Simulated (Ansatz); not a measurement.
CH$_{6}$Cl$_{2}$O$_{2}$Si$_{2}$

```tsv
atom	x (Å)	y (Å)	z (Å)
Si	-0.1369	-0.0849	-0.2727
O	-0.5107	-0.4363	1.2923
Si	-1.3443	-0.4387	2.7904
H	-2.5605	-1.3296	2.6664
H	-0.3876	-0.9784	3.8268
H	-1.7542	0.9796	3.1229
O	1.5177	-0.0132	-0.5945
C	2.3905	-1.1570	-0.7130
H	1.9696	-1.9105	-1.4078
H	3.3441	-0.7819	-1.1151
H	2.5633	-1.6228	0.2752
Cl	-0.9027	1.8385	-0.7892
Cl	-1.0125	-1.6087	-1.5270
```

Method: Ansatz, RKS LDA/6-31G.

What can the converged electron density and electron localisation function tell about the bonding?

Answer. Si–O (1.65 Å): the density is about 0.92 e/Å³ at the midpoint; the ELF peaks at about 0.85 between the atoms: a shared but strongly polarised pair.
Si–O (1.71 Å): the density is about 0.79 e/Å³ at the midpoint; the ELF peaks at about 0.85 between the atoms (a polar covalent bond).
Si–H (1.51 Å): ρ at the midpoint is about 0.68 e/Å³; the ELF climbs to about 1 towards the hydrogen, as it does in any bond to H.

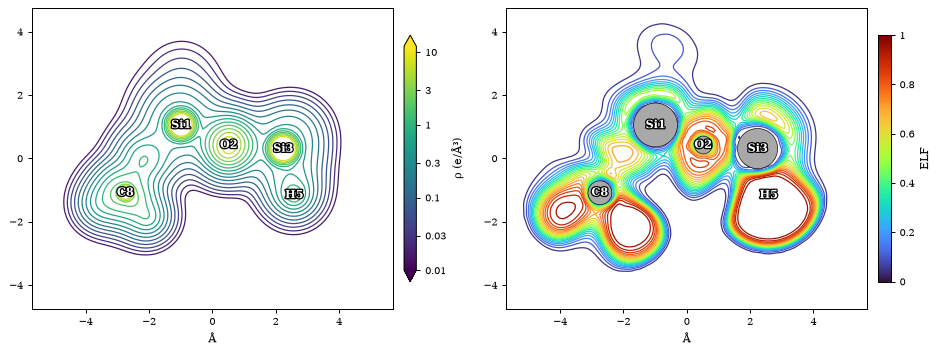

Computed electron density and electron localisation function on the plane of atoms O2, Si3 and H5, in this order. Grey discs cover the atomic cores in the ELF map. 
